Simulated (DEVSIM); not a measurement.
System: Schottky contact on n-type Ge, at 300 K.

```tsv
layer (left to right)	material	thickness (μm)	Nd (cm⁻³)	τn (s)	τp (s)
1	Ge	5.80	5e16	2.4e-6	2.4e-6
2	Ge	3.30	1.4e18	2.4e-6	2.4e-6
```

Left contact: Schottky, work function 4.31 eV, emission velocity 5.9e6 cm/s. Right contact: ohmic. Voltage is applied to the left contact. Recombination: SRH at mid-gap. Mobility is constant in doping.

The device is made up for the run: typed textbook-type constants, with dimensions and the other settings drawn at random. Values at 300 K.

```tsv
parameter	Ge
gap (eV)	0.664
affinity (eV)	4
permittivity	16
Nc (cm⁻³)	1.04e19
Nv (cm⁻³)	6e18
μn (cm²/Vs)	3900
μp (cm²/Vs)	1900
```

Simulated with DEVSIM: 1D drift-diffusion, Boltzmann statistics, complete ionisation; no tunnelling, impact ionisation, image-force lowering or self-heating. Metal contacts follow the ideal Schottky-Mott rule: no Fermi-level pinning, no interface dipoles.

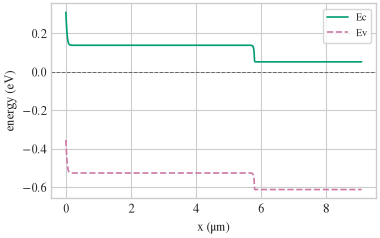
Fig. 1. Band edges at zero bias

Energies count from the Fermi level of the right contact; mesh points crowd at the junctions.

| x (μm) | Ec (eV) | Ev (eV) | n (cm⁻³) | p (cm⁻³) | field (V/cm) |
|---|---|---|---|---|---|
| 0.000 | 0.310 | -0.354 | 6.4e13 | 6.8e12 | -40000 |
| 0.03019 | 0.213 | -0.451 | 2.8e15 | 1.6e11 | -24000 |
| 0.09316 | 0.144 | -0.520 | 4.0e16 | 1.1e10 | -2800 |
| 0.2395 | 0.138 | -0.526 | 5.0e16 | 8.7e9 | ≈ 0 |
| 0.7312 | 0.138 | -0.526 | 5.0e16 | 8.7e9 | ≈ 0 |
| 1.606 | 0.138 | -0.526 | 5.0e16 | 8.7e9 | ≈ 0 |
| 3.436 | 0.138 | -0.526 | 5.0e16 | 8.7e9 | ≈ 0 |
| 4.990 | 0.138 | -0.526 | 5.0e16 | 8.7e9 | ≈ 0 |
| 5.453 | 0.138 | -0.526 | 5.0e16 | 8.7e9 | ≈ 0 |
| 5.652 | 0.138 | -0.526 | 5.0e16 | 8.7e9 | -20 |
| 5.748 | 0.134 | -0.530 | 5.8e16 | 7.5e9 | -1800 |
| 5.798 | 0.084 | -0.580 | 4.0e17 | 1.1e9 | -38000 |
| 5.822 | 0.052 | -0.612 | 1.4e18 | 3.1e8 | -280 |
| 5.879 | 0.052 | -0.612 | 1.4e18 | 3.1e8 | ≈ 0 |
| 6.071 | 0.052 | -0.612 | 1.4e18 | 3.1e8 | ≈ 0 |
| 6.435 | 0.052 | -0.612 | 1.4e18 | 3.1e8 | ≈ 0 |
| 7.191 | 0.052 | -0.612 | 1.4e18 | 3.1e8 | ≈ 0 |
| 8.208 | 0.052 | -0.612 | 1.4e18 | 3.1e8 | ≈ 0 |
| 8.802 | 0.052 | -0.612 | 1.4e18 | 3.1e8 | ≈ 0 |
| 8.974 | 0.052 | -0.612 | 1.4e18 | 3.1e8 | ≈ 0 |
| 9.057 | 0.052 | -0.612 | 1.4e18 | 3.1e8 | ≈ 0 |
| 9.100 | 0.052 | -0.612 | 1.4e18 | 3.1e8 | ≈ 0 |
